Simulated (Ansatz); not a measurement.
Start from PbTe in the rock salt structure (space group Fm-3m, No. 225; a = 6.4421 Å). Axes: x, y, z lie along the cube axes.

Perturbation: uniaxial strain ε_zz = −0.50 %, all other strain components held at zero, atoms relaxed at fixed cell.

Computed with plane-wave PAW DFT at the PBEsol level (Ansatz, a program for electronic structure, 420 eV), without spin-orbit coupling.

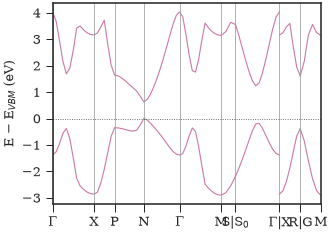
Highest valence and lowest conduction band along the path of the changed cell's own zone

The gap is 0.63 eV, direct at N; the base has 0.65 eV.

With Pb and Te present, leaving out spin-orbit coupling can change the band edges. Stability against distortions was not tested. Labels are those of the standard path for the cell's own space group.
